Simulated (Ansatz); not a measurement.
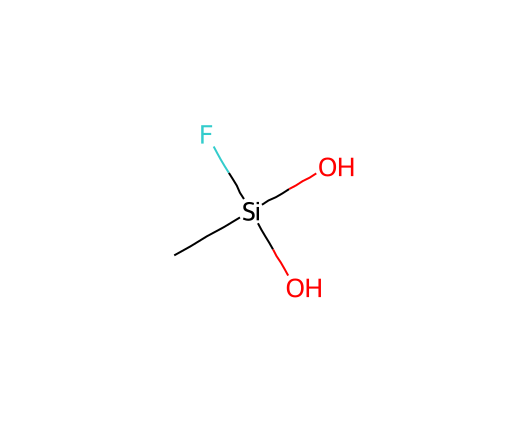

(Drawn from a calculation with Ansatz.)

Give its SMILES.

C[Si](O)(O)F

What is the molecular formula?

CH5FO2Si.
